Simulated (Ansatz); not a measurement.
# A computed series for Zr3N4: pressure series

Base system: Zr3N4 (space group I-43d, No. 220).

Zr$_{3}$N$_{4}$ has the cubic space group I-43d (No. 220), Pearson symbol cI28. Conventional cell: a = 6.7826 Å, b = 6.7826 Å, c = 6.7826 Å, α = 90.00°, β = 90.00°, γ = 90.00°. Zr on 12a is surrounded by 4 N at 2.232 Å and 4 N at 2.472 Å. N on 16c is coordinated by 3 Zr at 2.232 Å and 3 Zr at 2.472 Å. (Neighbours: up to the widest gap in distance over summed covalent radii, below 1.35, at either atom; cation-cation and far metal-metal contacts left out.)
(The calculation used a cell of 14 atoms; values per cell refer to that cell.)

Cell and atoms are relaxed at each pressure.

All numbers come from PBE (Ansatz, an electronic-structure program; PAW; 420 eV plane waves; spin-orbit coupling left out).

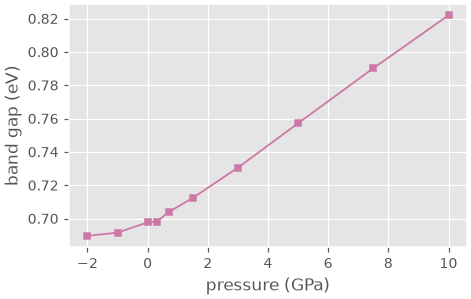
Band gap against pressure

Question: From the plot, what is the band gap for pressure 0.7 GPa?

Answer: About 0.70 eV.

Question: Is the trend monotonic over the range shown?

Answer: Yes, it rises throughout, spanning 0.69 eV to 0.82 eV.

Load acts through the strain it causes; cell and atoms are relaxed under it. No phonon test of stability was made. Competing high-pressure phases were not computed.
